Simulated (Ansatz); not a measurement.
# C3H7F (2-fluoropropane): B3LYP/6-31G(d) (spherical functions)

Aim: the electronic atomisation energy of C3H7F (2-fluoropropane) at B3LYP/6-31G* (spherical functions), from 4 runs. 

The results are computed with Ansatz 0.2.0.

55 further runs of the same task are left out: 55 set aside as unsound or not needed.

## Step 1: Starting point

C3H7F: 11 atoms, total charge 0, spin state singlet. SMILES: `CC(C)F`. Geometry: relaxed at PBE0-D4/def2-TZVP.

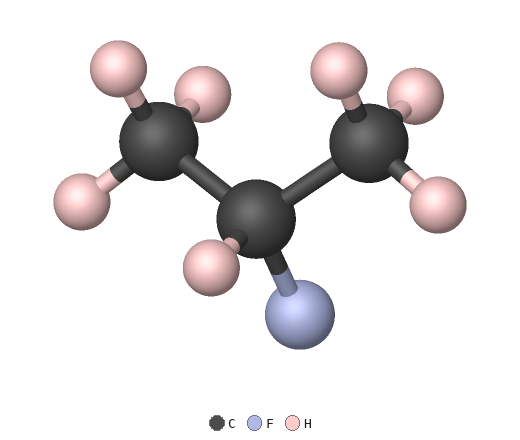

Viewed from a chosen angle; carbon dark grey, fluorine light blue, hydrogen pink.

## Step 2: The energy at B3LYP/6-31G(d) (spherical functions)

The input, job.yaml:

```yaml
crystal:
  periodic: [false, false, false]
  atoms:
    - symbol: C
      position_ang: [-0.234500, 1.045100, -0.703000]
    - symbol: C
      position_ang: [-0.479600, -0.306600, -0.081300]
    - symbol: C
      position_ang: [0.626400, -0.766200, 0.834700]
    - symbol: F
      position_ang: [-0.614100, -1.242400, -1.108400]
    - symbol: H
      position_ang: [-1.041900, 1.303400, -1.390000]
    - symbol: H
      position_ang: [-0.180600, 1.814100, 0.071000]
    - symbol: H
      position_ang: [0.707700, 1.043900, -1.256000]
    - symbol: H
      position_ang: [-1.436600, -0.307200, 0.453700]
    - symbol: H
      position_ang: [1.578500, -0.788700, 0.299400]
    - symbol: H
      position_ang: [0.417300, -1.766700, 1.216600]
    - symbol: H
      position_ang: [0.722800, -0.085600, 1.683800]
basis:
  gaussian:
    orbitals: 6-31G_st_-spherical.json
hamiltonian:
  xc: {name: B3LYP}
accuracy: high
output: {orbitals: {seedname: orbitals}}
```

The basis set 6-31G* is read from a file made from the Basis Set Exchange's data (not shown).

Run with:

```bash
$ ansatz run job.yaml --threads 1 --pin off --max-ram 3480MiB --events-out events.jsonl --progress --plain --runs-dir runs
```

Log:

```text
Warning: RAYON_NUM_THREADS=1 ignored (pool sized by the plan → 1); use --threads N
Functional definition: B3LYP
  name "B3LYP"
  parameter a0 = 0.2
  parameter ax = 0.72
  parameter ac = 0.81
  exchange = (1 - a0 - ax)*slater_x + ax*b88_x + a0*exact_x
  correlation = (1 - ac)*vwn_rpa_c + ac*lyp_c
1771 factors; integrals over basis functions are off by at most 3.1e-9 eV
mean field evaluation 1: about -5936.4393 eV, gradient 4.9e1 eV
mean field evaluation 2: about -5935.4322 eV, gradient 5.2e1 eV
mean field evaluation 4: about -5942.0520 eV, gradient 7.9e-1 eV
mean field evaluation 8: about -5942.2716 eV, gradient 2.5e-1 eV
mean field evaluation 16: about -5942.2717 eV, gradient 2.3e-6 eV
mean field -5942.27170620 eV, -218.3744573863 hartree, gradient 4.5e-8 eV, S^2 0.000000; 0 other end points of the search recorded, 0 dependent functions left out
reference -5942.27173774 eV, -218.3744585456 hartree; 17, 17 occupied and 53, 53 virtual orbitals, 1771 factors
Total energy: -5942.27173774 eV, -218.3744585456 hartree
```

Run time: 7.2 s. Hardware: 1 thread of Arm Neoverse V1, shared host; peak memory 0.22 GiB.

## Step 3: The C atom at the same level

The input, molecule.yaml:

```yaml
basis:
  gaussian: {orbitals: 6-31G_st_-spherical.json}
crystal:
  periodic: [false, false, false]
  atoms:
    - {symbol: C, position_ang: [0.000000, 0.000000, 0.000000]}
magnetization: {spin_polarized: true, initial_magnetization: 2}
hamiltonian: {xc: {name: B3LYP}}
accuracy: high
```

The basis set 6-31G* is read from a file made from the Basis Set Exchange's data (not shown).

Run with:

```bash
$ ansatz run molecule.yaml --threads 1 --pin off --max-ram 3480MiB --events-out events.jsonl --progress --plain --runs-dir runs
```

Log:

```text
Warning: RAYON_NUM_THREADS=1 ignored (pool sized by the plan → 1); use --threads N
Functional definition: B3LYP
  name "B3LYP"
  parameter a0 = 0.2
  parameter ax = 0.72
  parameter ac = 0.81
  exchange = (1 - a0 - ax)*slater_x + ax*b88_x + a0*exact_x
  correlation = (1 - ac)*vwn_rpa_c + ac*lyp_c
96 factors; integrals over basis functions are off by at most 1.1e-9 eV
mean field evaluation 1: about -1029.7320 eV, gradient 3.6e0 eV
mean field evaluation 2: about -1029.7994 eV, gradient 1.0e0 eV
mean field evaluation 4: about -1029.8062 eV, gradient 2.3e-1 eV
mean field evaluation 8: about -1029.8066 eV, gradient 6.7e-6 eV
mean field -1029.80656969 eV, -37.8446934081 hartree, gradient 9.8e-9 eV, S^2 2.001951; 0 other end points of the search recorded, 0 dependent functions left out
reference -1029.80658741 eV, -37.8446940593 hartree; 4, 2 occupied and 10, 12 virtual orbitals, 96 factors
Total energy: -1029.80658741 eV, -37.8446940593 hartree
```

Wall time 0.3 s (1 thread of Arm Neoverse V1, shared host).

## Step 4: The F atom, same level

The input, molecule.yaml:

```yaml
crystal:
  periodic: [false, false, false]
  atoms:
    - symbol: F
      position_ang: [0.000000, 0.000000, 0.000000]
basis:
  gaussian:
    orbitals: 6-31G_st_-spherical.json
total_charge: 0
magnetization:
  spin_polarized: true
  initial_magnetization: 1
hamiltonian:
  xc: {name: B3LYP}
accuracy: high
```

The basis set 6-31G* is read from a file made from the Basis Set Exchange's data (not shown).

Run with:

```bash
$ ansatz run molecule.yaml --threads 1 --pin off --max-ram 3480MiB --events-out events.jsonl --progress --plain --runs-dir runs
```

Log:

```text
Warning: RAYON_NUM_THREADS=1 ignored (pool sized by the plan → 1); use --threads N
Functional definition: B3LYP
  name "B3LYP"
  parameter a0 = 0.2
  parameter ax = 0.72
  parameter ac = 0.81
  exchange = (1 - a0 - ax)*slater_x + ax*b88_x + a0*exact_x
  correlation = (1 - ac)*vwn_rpa_c + ac*lyp_c
93 factors; integrals over basis functions are off by at most 1.9e-9 eV
mean field evaluation 1: about -2713.3131 eV, gradient 4.3e0 eV
mean field evaluation 2: about -2713.3547 eV, gradient 2.5e0 eV
mean field evaluation 4: about -2713.3719 eV, gradient 1.3e-2 eV
mean field evaluation 8: about -2713.3719 eV, gradient 1.2e-4 eV
mean field -2713.37188650 eV, -99.7145776393 hartree, gradient 7.3e-9 eV, S^2 0.750949; 0 other end points of the search recorded, 0 dependent functions left out
reference -2713.37189463 eV, -99.7145779380 hartree; 5, 4 occupied and 9, 10 virtual orbitals, 93 factors
Total energy: -2713.37189463 eV, -99.7145779380 hartree
```

Run time: 0.3 s. Hardware: 1 thread of Arm Neoverse V1, shared host.

## Step 5: The H atom

The input, in.yaml:

```yaml
crystal:
  periodic: [false, false, false]
  atoms:
    - symbol: H
      position_ang: [0.000000, 0.000000, 0.000000]
basis:
  gaussian:
    orbitals: "6-31G*"
magnetization:
  spin_polarized: true
  initial_magnetization: 1
hamiltonian:
  xc: {name: B3LYP}
accuracy: high
```

Run the same way, it converges to -0.50027 Eh (log not shown).

## Step 6: Summary of results

At B3LYP/6-31G* (spherical functions):

| quantity | value |
| --- | --- |
| molecule: total energy | -218.37446 Eh |
| molecule: HOMO energy | -8.57 eV |
| molecule: LUMO energy | 2.56 eV |
| molecule: HOMO–LUMO gap | 11.13 eV |
| C atom: total energy | -37.84469 Eh |
| C atom: ⟨S²⟩ | 2.002 |
| F atom: total energy | -99.71458 Eh |
| F atom: ⟨S²⟩ | 0.751 |
| H atom: total energy | -0.50027 Eh |
| H atom: ⟨S²⟩ | 0.750 |
| electronic atomisation energy | 44.188 eV |

**Reading.** Taking the molecule apart into free atoms costs 44.19 eV (1019 kcal/mol), before zero-point energy and without spin-orbit coupling.
